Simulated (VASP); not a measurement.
Band structure of P (black). Method: optB86b-vdW, VASP's PBE PAW potentials (set 64) (plane waves; VASP).

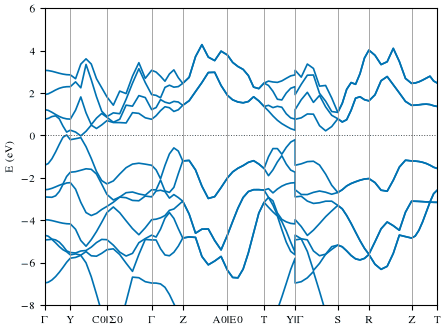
*Bands along high-symmetry lines, zero at the valence-band maximum or, without a gap, the Fermi level*

**Question.** Read the plot: is there a gap, and where are the band edges?

**Answer.** It has no gap at this level: it comes out as a metal or semimetal. (Edges off the drawn lines would not show.)

Measured: gap 0.35 eV (computed value off by -0.35 eV), as given by Das et al., (2018), arXiv:1807.05623.

The compound is P in the black structure. It was relaxed first.
